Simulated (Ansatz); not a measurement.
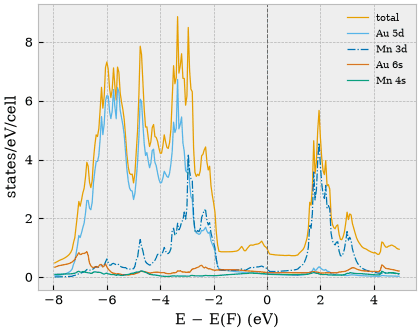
Figure. Total and projected density of states of MnAu2 (MoSi2 or CaC2 type, space group No. 139), the program Ansatz at the r²SCAN level (PAW)

Question: Which orbitals carry the states next to the Fermi level?

Answer: Within 0.5 eV of the Fermi level: Mn 3d 28 %, Au 6s 17 %, Mn 4s 11 %, Au 5d 11 %, outside the projected shells 32 %. Projections are on Löwdin-orthogonalised atomic valence shells; empty p or d shells of many metals are not among them.

Question: Where is the tallest occupied peak in this window, and what makes it?

Answer: Near -3.3 eV, about 8.9 states/eV per cell; the largest projected share is Au 5d.

Space group I4/mmm (MoSi2 or CaC2 type). The first step of the workflow began from a Materials Project structure, measured or hypothetical; the Crystallography Open Database files this formula in space group No. 139, but the cells were not matched. Whether it is the stable phase at ambient conditions was not checked. The r²SCAN relaxation kept the symmetry of its start; whether a distortion lowers the energy is not shown. The final state is ferromagnetic, the only order run, not a proven ground state. The cell computed holds one magnetic atom, so no antiferromagnetic order was within reach. Other orbital occupations within this spin state were not tried. Spin–orbit coupling is left out wherever it is not named.

Potentials: the later of the program's two PAW sets.
